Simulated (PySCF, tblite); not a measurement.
# Al₃ClH₁₁N₃, a small molecule taken as a stand-in for a surface group (AlN 3-ring): NMR shifts, core binding energies and electronic excitations, part 2 of 2

tblite 0.8.0 and PySCF 2.14.0. Atoms count from 0, parts from 1. The steps go on from the part before.

### 5 Core holes by ΔSCF: SCAN, X2C

The job: settings as JSON, then the geometry in Å.

```
{"job": {"kind": "xps", "holes": 5}, "charge": 0, "multiplicity": 1}
N      0.895128     0.062189    -1.409025
Al     1.820615    -0.437808     0.244641
N      0.863620     0.655161     1.555061
Al    -1.022432     1.029896     1.167949
N     -1.555999    -0.590460     0.195588
Al    -0.823433    -0.818097    -1.590375
Cl    -2.069366     0.391431    -2.837200
H      1.480126    -0.198748    -2.207793
H      0.773355     1.076429    -1.495322
H      3.351805     0.004377     0.167383
H      1.379402    -1.943508     0.566343
H      0.947898     0.198716     2.467300
H      1.335353     1.555834     1.674102
H     -0.994781     2.239534     0.124740
H     -1.837207     1.096508     2.539745
H     -2.575495    -0.558098     0.097998
H     -1.372689    -1.426536     0.758339
H     -0.616416    -2.335139    -1.995689
```

Method: delta-SCF UKS SCAN, pcX-2 on the ionised atom, pcseg-1 elsewhere, spin-free X2C.

The program printed:

```text
ground state, core basis on atom 0 (N), 200 functions
  cycle   1  E = -1360.97079506  |g| = 6.85e-01
  cycle   2  E = -1360.88583398  |g| = 9.32e-01
  cycle   3  E = -1361.07896905  |g| = 1.19e-01
  cycle   4  E = -1361.08287610  |g| = 3.27e-02
  cycle   5  E = -1361.08319245  |g| = 9.25e-03
  cycle   6  E = -1361.08321606  |g| = 3.82e-03
  cycle   7  E = -1361.08321668  |g| = 1.58e-03
  cycle   8  E = -1361.08321912  |g| = 2.51e-04
  E(ground) = -1361.19095848 Eh
hole in N 1s of atom 0
  cycle   1  E = -1345.46295893  |g| = 1.86e+00
  cycle   2  E = -1342.26361861  |g| = 2.68e+00
  cycle   3  E = -1345.96250303  |g| = 5.44e-01
  cycle   4  E = -1346.15024852  |g| = 1.71e-01
  cycle   5  E = -1346.16292634  |g| = 9.58e-02
  cycle   6  E = -1346.16833953  |g| = 1.97e-02
  cycle   7  E = -1346.16851473  |g| = 7.87e-03
  cycle   8  E = -1346.16854002  |g| = 3.51e-03
  cycle   9  E = -1346.16854786  |g| = 8.37e-04
  cycle  10  E = -1346.16854682  |g| = 2.05e-04
  E(ion) = -1346.27574222 Eh   <S^2> = 0.7648   hole on atom = 1.000   binding energy = 405.864 eV
ground state, core basis on atom 1 (Al), 211 functions
  cycle   1  E = -1361.14146844  |g| = 2.41e-01
  cycle   2  E = -1361.14157370  |g| = 4.33e-02
  cycle   3  E = -1361.14158743  |g| = 3.17e-02
  cycle   4  E = -1361.14171318  |g| = 1.04e-02
  cycle   5  E = -1361.14173642  |g| = 5.21e-04
  cycle   6  E = -1361.14173669  |g| = 1.18e-04
  E(ground) = -1361.21478469 Eh
hole in Al 2p of atom 1
  cycle   1  E = -1357.90684445  |g| = 1.08e+00
  cycle   2  E = -1357.89307332  |g| = 8.99e-01
  cycle   3  E = -1358.17215889  |g| = 1.72e-01
  cycle   4  E = -1358.18870906  |g| = 6.90e-02
  cycle   5  E = -1358.19037562  |g| = 3.84e-02
  cycle   6  E = -1358.19108784  |g| = 8.22e-03
  cycle   7  E = -1358.19111396  |g| = 3.66e-03
  cycle   8  E = -1358.19112019  |g| = 5.54e-04
  cycle   9  E = -1358.19112006  |g| = 1.98e-04
  E(ion) = -1358.27156144 Eh   <S^2> = 0.7519   hole on atom = 1.004   binding energy = 80.089 eV
  2p3/2 = 80.063 eV   2p1/2 = 80.515 eV
ground state, core basis on atom 4 (N), 200 functions
  cycle   1  E = -1361.08300154  |g| = 7.22e-02
  cycle   2  E = -1361.08302059  |g| = 8.96e-03
  cycle   3  E = -1361.08302372  |g| = 8.63e-03
  cycle   4  E = -1361.08304710  |g| = 1.79e-03
  cycle   5  E = -1361.08304854  |g| = 3.16e-04
  E(ground) = -1361.19086372 Eh
hole in N 1s of atom 4
  cycle   1  E = -1345.46303039  |g| = 1.86e+00
  cycle   2  E = -1342.51194049  |g| = 2.67e+00
  cycle   3  E = -1345.97603467  |g| = 5.26e-01
  cycle   4  E = -1346.13828874  |g| = 2.07e-01
  cycle   5  E = -1346.16124353  |g| = 9.69e-02
  cycle   6  E = -1346.16737681  |g| = 1.46e-02
  cycle   7  E = -1346.16750514  |g| = 5.15e-03
  cycle   8  E = -1346.16751765  |g| = 3.00e-03
  cycle   9  E = -1346.16752148  |g| = 1.08e-03
  cycle  10  E = -1346.16752368  |g| = 2.30e-04
  E(ion) = -1346.27470258 Eh   <S^2> = 0.7650   hole on atom = 1.000   binding energy = 405.889 eV
ground state, core basis on atom 5 (Al), 211 functions
  cycle   1  E = -1361.14336968  |g| = 2.42e-01
  cycle   2  E = -1361.14341134  |g| = 5.02e-02
  cycle   3  E = -1361.14340501  |g| = 4.07e-02
  cycle   4  E = -1361.14371214  |g| = 9.79e-03
  cycle   5  E = -1361.14373261  |g| = 1.45e-03
  cycle   6  E = -1361.14373385  |g| = 1.63e-04
  E(ground) = -1361.21796811 Eh
hole in Al 2p of atom 5
  cycle   1  E = -1357.89108410  |g| = 1.09e+00
  cycle   2  E = -1357.77609427  |g| = 1.02e+00
  cycle   3  E = -1358.12793789  |g| = 2.78e-01
  cycle   4  E = -1358.17510238  |g| = 7.24e-02
  cycle   5  E = -1358.17772501  |g| = 2.78e-02
  cycle   6  E = -1358.17816704  |g| = 1.15e-02
  cycle   7  E = -1358.17822145  |g| = 4.38e-03
  cycle   8  E = -1358.17823298  |g| = 6.05e-04
  cycle   9  E = -1358.17823229  |g| = 2.06e-04
  E(ion) = -1358.25824207 Eh   <S^2> = 0.7521   hole on atom = 1.004   binding energy = 80.538 eV
  2p3/2 = 80.487 eV   2p1/2 = 80.925 eV
ground state, core basis on atom 6 (Cl), 211 functions
  cycle   1  E = -1361.25562363  |g| = 4.85e-01
  cycle   2  E = -1361.25578291  |g| = 4.24e-02
  cycle   3  E = -1361.25577793  |g| = 2.99e-02
  cycle   4  E = -1361.25595186  |g| = 6.64e-03
  cycle   5  E = -1361.25596510  |g| = 1.15e-03
  cycle   6  E = -1361.25596475  |g| = 2.33e-04
  E(ground) = -1361.34775835 Eh
hole in Cl 2p of atom 6
  cycle   1  E = -1353.22857421  |g| = 1.70e+00
  cycle   2  E = -1353.37977870  |g| = 1.14e+00
  cycle   3  E = -1353.68405830  |g| = 1.28e-01
  cycle   4  E = -1353.68798029  |g| = 8.92e-02
  cycle   5  E = -1353.69127526  |g| = 3.35e-02
  cycle   6  E = -1353.69177171  |g| = 6.19e-03
  cycle   7  E = -1353.69179538  |g| = 1.63e-03
  cycle   8  E = -1353.69179633  |g| = 5.47e-04
  cycle   9  E = -1353.69179711  |g| = 1.76e-04
  E(ion) = -1353.79420844 Eh   <S^2> = 0.7518   hole on atom = 1.001   binding energy = 205.543 eV
  2p3/2 = 204.964 eV   2p1/2 = 206.618 eV
```

Run time: 69 s. Hardware: 1 thread of Arm Neoverse V2, shared host; peak memory 0.82 GiB.

Binding energies by hole, beside the orbital energy of the ground state; the difference holds orbital relaxation and, for a density functional, its self-interaction error:

```
       hole  stands for                     environment  ΔSCF (eV; 2p as the shell's mean)  −ε (eV)   ⟨S²⟩
  N1s on N0          N0    nitrogen bonded to 2 Al, 2 H                             405.86    386.9  0.765
Al2p on Al1         Al1    aluminium bonded to 2 N, 2 H                              80.21     70.5  0.752
  N1s on N4          N4    nitrogen bonded to 2 Al, 2 H                             405.89    386.9  0.765
Al2p on Al5         Al5  aluminium bonded to Cl, 2 N, H                              80.63     70.9  0.752
Cl2p on Cl6         Cl6           chlorine bonded to Al                             205.52    192.4  0.752
```

With the spin-orbit splitting: Al1 2p3/2 80.06, 2p1/2 80.51 eV; Al5 2p3/2 80.49, 2p1/2 80.92 eV; Cl6 2p3/2 204.96, 2p1/2 206.62 eV. The table gives each 2p level as the mean over the whole 2p shell (two parts 2p3/2, one part 2p1/2), which differs a little from the single hole in the log.

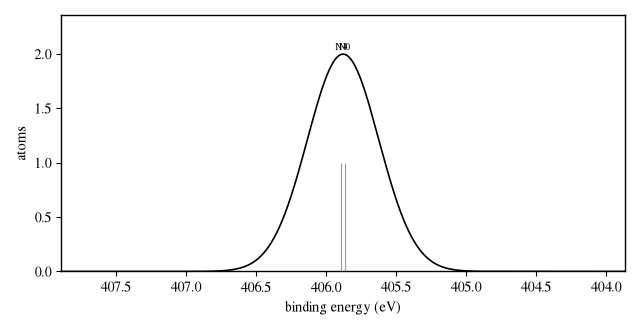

The N1s photoelectron lines, weighted by the number of atoms. Only 2 of the 3 N atoms are covered by sound results. Lines are broadened to a width of 0.60 eV (Gaussian).

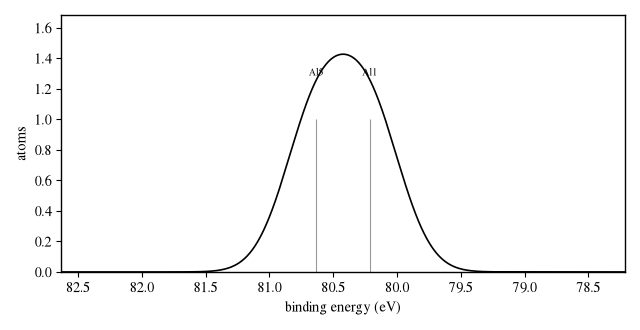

The Al2p photoelectron lines, weighted by the number of atoms. Only 2 of the 3 Al atoms are covered by sound results. Lines are broadened to a width of 0.60 eV (Gaussian).

### 6 Ultraviolet spectrum: CAM-B3LYP/def2-SVPD

The job, as its differences from that of step 5:

```diff
@@ -1,2 +1,2 @@
-{"job": {"kind": "xps", "holes": 5}, "charge": 0, "multiplicity": 1}
+{"job": {"kind": "uv", "xc": "CAM-B3LYP", "basis": "def2-SVPD", "nstates": 6, "ntriplets": 2, "ip": true}, "charge": 0, "multiplicity": 1}
 N      0.895128     0.062189    -1.409025
```

With the program's defaults for keys left out, this is: TDDFT CAM-B3LYP/def2-SVPD, vertical, gas phase, core orbitals frozen in the response.

The program printed:

```text
coarse grid: 16504 points
cycle   1  E = -1357.8904131081  dE =  9.841e-02  |g| = 5.569e-01  |ddm| = 6.162e+00
cycle   2  E = -1357.9185882528  dE = -2.818e-02  |g| = 5.041e-01  |ddm| = 1.726e+00
cycle   3  E = -1357.9718406144  dE = -5.325e-02  |g| = 7.410e-02  |ddm| = 6.543e-01
cycle   4  E = -1357.9730925314  dE = -1.252e-03  |g| = 2.519e-02  |ddm| = 1.842e-01
cycle   5  E = -1357.9732565078  dE = -1.640e-04  |g| = 3.924e-03  |ddm| = 6.431e-02
cycle   6  E = -1357.9732615416  dE = -5.034e-06  |g| = 7.047e-04  |ddm| = 1.401e-02
final grid: 139488 points
cycle   7  E = -1358.1332892558  dE = -2.637e-05  |g| = 4.499e-03  |ddm| = 9.505e-02
cycle   8  E = -1358.1332882190  dE =  1.037e-06  |g| = 5.116e-03  |ddm| = 1.306e-02
cycle   9  E = -1358.1332936069  dE = -5.388e-06  |g| = 2.083e-04  |ddm| = 5.538e-03
cycle  10  E = -1358.1332936198  dE = -1.286e-08  |g| = 8.606e-05  |ddm| = 1.148e-03
cycle  11  E = -1358.1332936221  dE = -2.280e-09  |g| = 1.263e-05  |ddm| = 2.986e-04
cycle  12  E = -1358.1332936221  dE = -6.139e-11  |g| = 3.936e-06  |ddm| = 4.079e-05
converged SCF energy = -1358.1332936221

Static polarisability (au): isotropic 116.173, principal 106.241 117.529 124.749

Singlet excitations
state   eV       nm        f      main configurations
  1   6.8486    181.0   0.01554   H->L 0.55, H->L+1 0.18
  2   6.9054    179.5   0.00529   H-2->L 0.29, H-1->L 0.19, H-2->L+1 0.13
  3   7.1047    174.5   0.02892   H->L+1 0.38, H->L 0.26, H-2->L+2 0.09
  4   7.1796    172.7   0.00996   H-2->L 0.22, H-2->L+1 0.20, H-1->L 0.10
  5   7.3667    168.3   0.01065   H-1->L+2 0.51, H-2->L+2 0.14
  6   7.5163    165.0   0.05576   H-1->L+1 0.46, H-2->L+1 0.17, H-1->L 0.15

Triplet excitations (Tamm-Dancoff, eV): 6.4996 6.5398
Vertical ionisation energy (delta-SCF) = 10.2600 eV
```

Wall time 6.5 min (1 thread of Arm Neoverse V2, shared host); peak memory 1.3 GiB.

The orbitals next to the gap, with their largest atomic shares:

```
orbital      eV                         atoms
 HOMO−3  -10.02    Cl6 63 %, H10 7 %, Al1 6 %
 HOMO−2   -9.61   Al1 17 %, H9 16 %, Cl6 13 %
 HOMO−1   -9.55  Cl6 32 %, H17 15 %, Al5 11 %
   HOMO   -9.48  Al3 25 %, H14 24 %, H13 14 %
   LUMO    0.16  Al3 26 %, Al1 26 %, H11 10 %
 LUMO+1    0.43  Al5 29 %, Al1 12 %, Al3 12 %
 LUMO+2    0.62  Al1 17 %, Al5 12 %, Al3 11 %
```

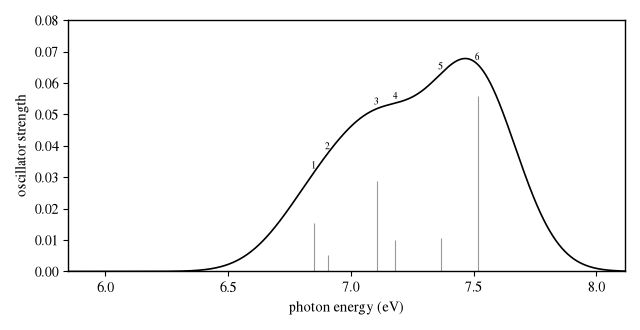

Absorption spectrum from the 6 singlet states computed; above the last one it falls off for lack of states. Lines are broadened to a width of 0.40 eV (Gaussian).

Further results of this job:

```
           property  computed
  dipole moment (D)      3.24
polarisability (Å³)     17.22
 HOMO–LUMO gap (eV)      9.64
      −ε(HOMO) (eV)      9.48
```

### 7 What came out

What follows sums up all 2 parts.

```
                                                     quantity                                                                 value
                                                  point group                                                                    C1
                         rotational constants (main isotopes)                                                  1.72, 0.80, 0.64 GHz
                        ¹H shifts against TMS (PBE0/pcSseg-1)  4.22, 4.22, 4.20, 4.20, 4.10, 1.18, 0.95, 0.56, 0.55, 0.27, 0.22 ppm
                       ¹⁵N shifts against NH3 (PBE0/pcSseg-1)                                                  32.9, 32.2, 25.8 ppm
                    ²⁷Al shifts against AlH4- (PBE0/pcSseg-1)                                                  59.1, 57.2, 49.7 ppm
                      ³⁵Cl shifts against HCl (PBE0/pcSseg-1)                                                               -21 ppm
 N1s binding energies, SCAN/pcX-2 (standing for 2 of 3 atoms)                                               N4 405.89, N0 405.86 eV
Al2p binding energies, SCAN/pcX-2 (standing for 2 of 3 atoms)                                               Al5 80.63, Al1 80.21 eV
                            Cl2p binding energies, SCAN/pcX-2                                                         Cl6 205.52 eV
                         lowest singlet (CAM-B3LYP/def2-SVPD)                                           6.85 eV (181 nm), f = 0.016
                     brightest single state of those computed                                           state 6, 7.52 eV, f = 0.056
                                               lowest triplet                                                               6.50 eV
                            vertical ionisation energy (ΔSCF)                                                              10.26 eV
```

In words: The start of the PBE0/def2-SVP relaxation was shaken at random by about 0.01 Å, so part of the energy gained, and of the first lengths quoted, undoes that. Relaxing lowered the energy by 0.486 eV in 12 steps; the close pair that moved most is Al5–Cl6, from 2.019 to 2.138 Å (PBE0/def2-SVP). At PBE0/pcSseg-1: The largest span, 145 ppm, is at Cl6, where the paramagnetic term is -185 ppm. At SCAN/pcX-2: the N1s levels computed lie within 0.03 eV of one another, too close to rank. Only 2 of the 3 N atoms are covered by sound results. At SCAN/pcX-2: The Al2p levels kept as sound span 0.42 eV, from Al1 (aluminium bonded to 2 N, 2 H) up to Al5 (aluminium bonded to Cl, 2 N, H). Only 2 of the 3 Al atoms are covered by sound results. The first singlet state (HOMO→LUMO 0.55, HOMO→LUMO+1 0.18) lies at 6.85 eV and is weak; of the 6 states computed, the strongest absorption comes from state 6 at 7.52 eV (the last computed, so partners may be missing). The lowest triplet lies 0.35 eV below the lowest singlet (triplets in Tamm-Dancoff, singlets in full TDDFT). ΔSCF puts the ionisation energy at 10.26 eV, 0.78 eV above −ε(HOMO). A capped cluster stands for the solid here, so long-range fields and strain are missing, and bands or shifts of the capping hydrogens have no counterpart in it.
